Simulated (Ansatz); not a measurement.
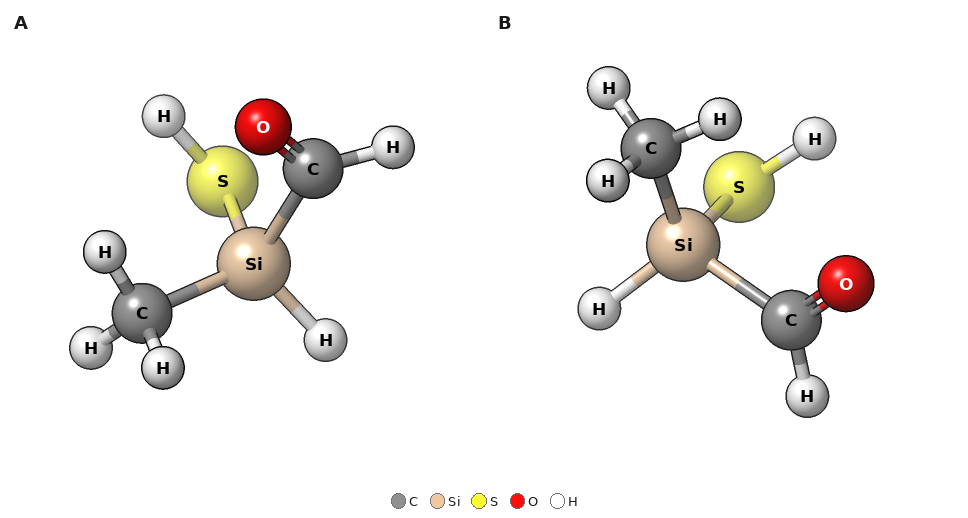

Distant atoms are faded towards the background colour. Computed geometry: PBE-D4/def2-SVP optimisation. No frequency run is at hand to confirm it as a minimum.

> Can A be turned into B by a rotation alone?

Yes. They are the same structure, C2H6OSSi (C[Si@@H](S)C=O), seen from two directions: a rotation takes one into the other. The geometry is chiral (C1), so its mirror image would differ.
